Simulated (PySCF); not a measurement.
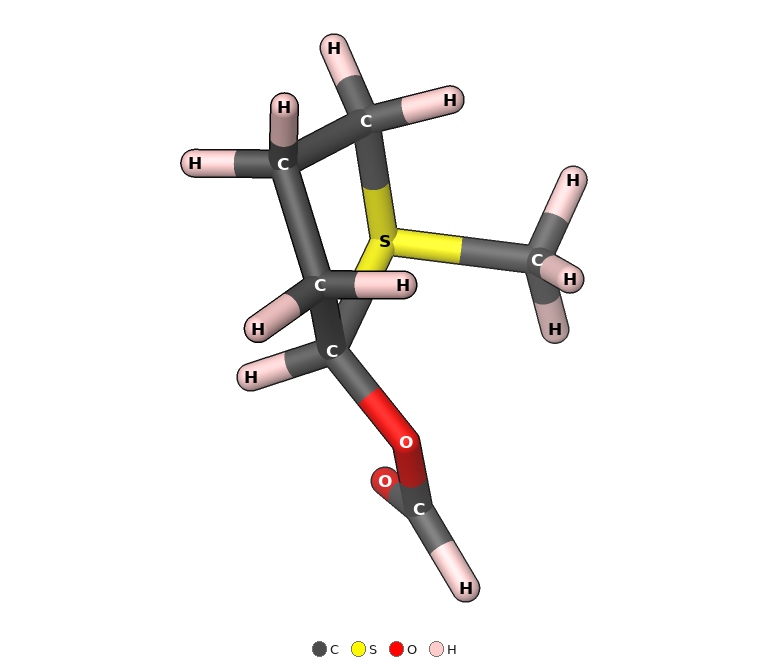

The picture shows a molecular structure as a stick model.

State: charge +1, singlet. The computed structure is the end point of a PBE0-D3(BJ)/def2-SVP optimisation. No frequency run is at hand to confirm it as a minimum.

Identify the structure.

It has 20 atoms: 6 carbon, 11 hydrogen, 2 oxygen and 1 sulfur (C6H11O2S(+)). Its SMILES string is `C[S@+]1CCC[C@@H]1OC=O`. Independent rings (smallest set): 1 of 5 members. Among its groups: ester. This geometry has C1 symmetry. Coordination: 5 C tetrahedral; 1 S trigonal pyramidal; 1 O bent; 1 C trigonal planar.

More results for the same structure follow; atom numbers are the same in all pictures, views and colours differ.

## Shape

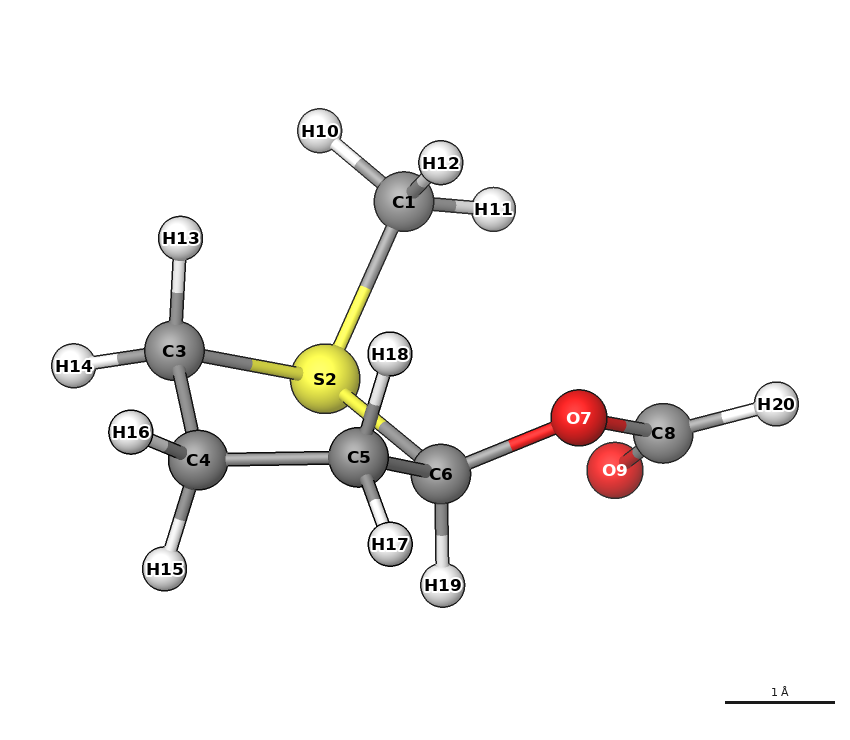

No frequency run is at hand to confirm it as a minimum.

Give the bond lengths. Leave out bonds to hydrogen.

```json
{"bond": "C1–S2", "length (Å)": "1.798", "order": "single"}
{"bond": "S2–C3", "length (Å)": "1.833", "order": "single"}
{"bond": "S2–C6", "length (Å)": "1.912", "order": "single"}
{"bond": "C3–C4", "length (Å)": "1.523", "order": "single"}
{"bond": "C4–C5", "length (Å)": "1.520", "order": "single"}
{"bond": "C5–C6", "length (Å)": "1.511", "order": "single"}
{"bond": "C6–O7", "length (Å)": "1.382", "order": "single"}
{"bond": "O7–C8", "length (Å)": "1.359", "order": "single"}
{"bond": "C8–O9", "length (Å)": "1.192", "order": "double"}
```

## Charges

The questions are on Hirshfeld charges. No frequency run is at hand to confirm it as a minimum. Properties computed with PBE0/pcSseg-1 in cyclohexane (IEF-PCM) (PySCF 2.14.0).

Which atom carries the highest charge (most positive or least negative)?

S2 (0.36 e).

And the lowest?

O9 (−0.21 e).

Give the Hirshfeld charges atom by atom.

```csv
atom,value (e)
C1,−0.08
S2,0.36
C3,−0.03
C4,−0.05
C5,−0.06
C6,0.08
O7,−0.07
C8,0.22
O9,−0.21
H10,0.09
H11,0.08
H12,0.07
H13,0.07
H14,0.08
H15,0.06
H16,0.08
H17,0.08
H18,0.06
H19,0.07
H20,0.10
```

## NMR shielding

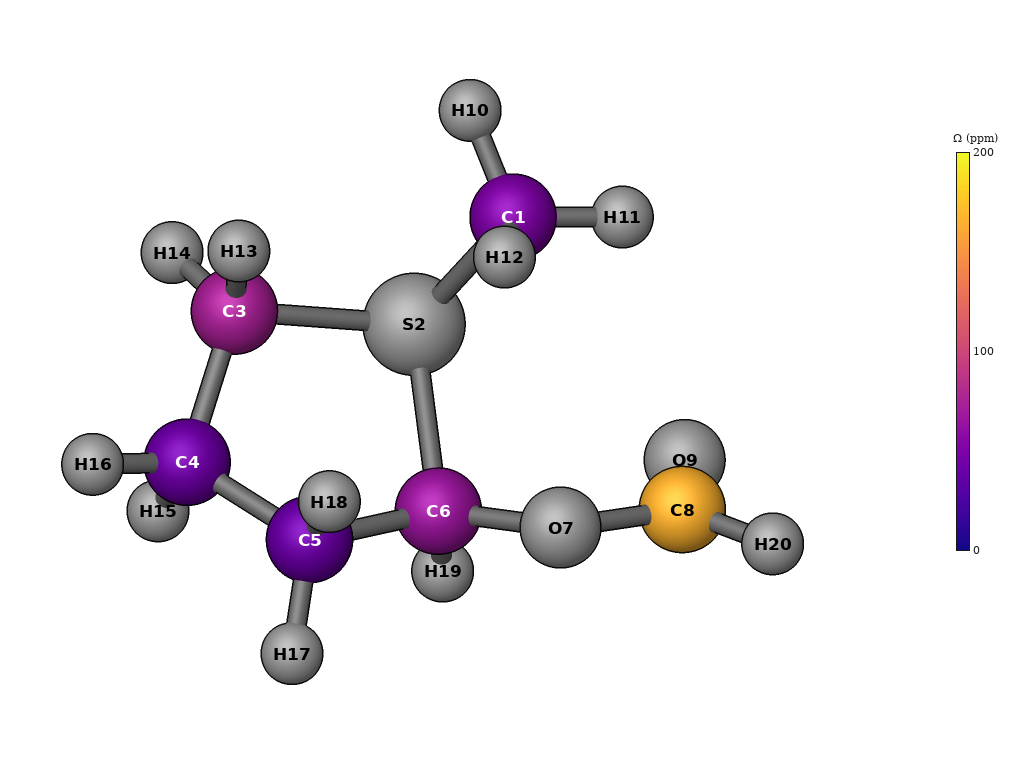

The C atoms are coloured by the span of their shielding tensor. No frequency run is at hand to confirm it as a minimum. Properties computed with GIAO PBE0/pcSseg-1 NMR shielding, non-relativistic, IEF-PCM cyclohexane (PySCF 2.14.0). Principal shieldings σ11 ≤ σ22 ≤ σ33, span Ω = σ33 − σ11, skew κ = 3(σiso − σ22)/Ω.

Which C atom has the most anisotropic shielding?

C8, with a span of 166 ppm.

Give the shielding tensors of the C atoms.

```csv
atom,σ11,σ22,σ33,σiso,Ω,κ
C1,136.1,160.5,187.0,161.2,50.9,0.04
C3,95.4,138.1,170.1,134.5,74.7,−0.14
C4,130.6,170.3,173.3,158.1,42.7,−0.86
C5,126.6,159.2,167.9,151.2,41.2,−0.58
C6,48.5,109.6,115.5,91.2,67.0,−0.82
C8,−89.3,64.8,76.4,17.3,165.7,−0.86
```

Shieldings and span in ppm.

## Electronic properties

No frequency run is at hand to confirm it as a minimum. Level of theory: PBE0/pcSseg-1 in cyclohexane (IEF-PCM) (PySCF 2.14.0).

Give the HOMO energy (Kohn–Sham orbital) at this level.

−10.97 eV.

Give the HOMO–LUMO gap at this level.

7.97 eV.

## Ring current

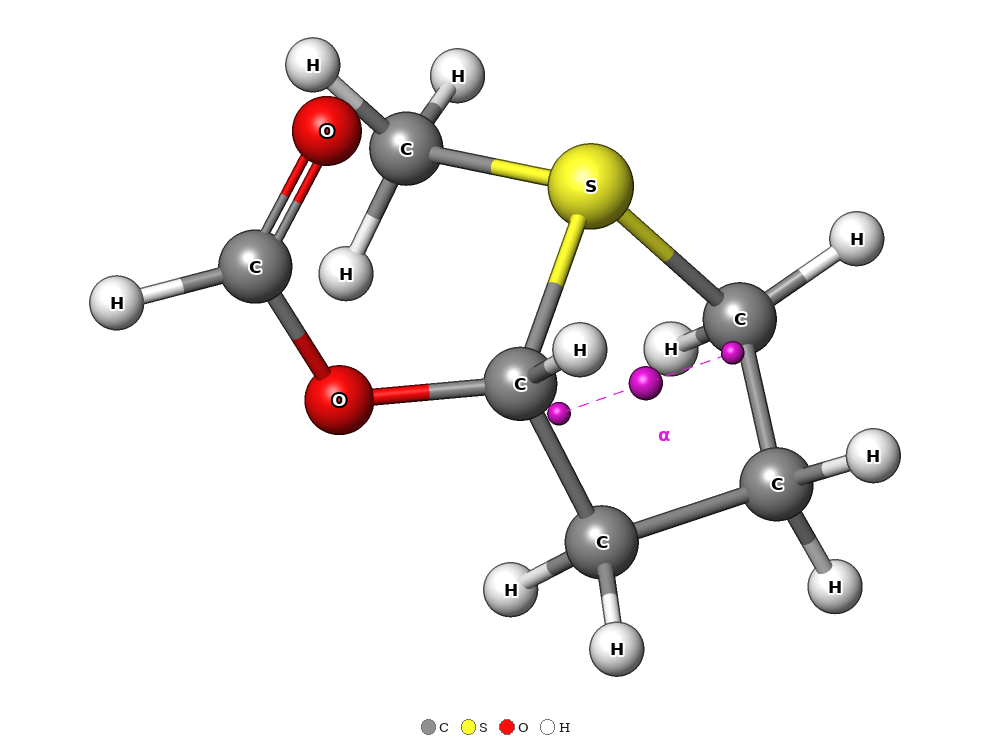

The small points mark where nucleus-independent chemical shifts (NICS) were computed: at the centre of each lettered ring and 1 Å above and below it. No frequency run is at hand to confirm it as a minimum. Level of theory: GIAO PBE0/pcSseg-1 NMR shielding, non-relativistic, IEF-PCM water (PySCF 2.14.0).

Give NICS(0), NICS(1) and the out-of-plane component NICS(1)zz for each ring (means of the two sides).

| ring | members | NICS(0) | NICS(1) | NICS(1)zz |
| --- | --- | --- | --- | --- |
| α | C4S | −7.7 | −4.7 | −3.9 |

Values in ppm.

What do the values say about the ring currents?

Ring α: weak, as in a non-aromatic ring. NICS is one index among several.
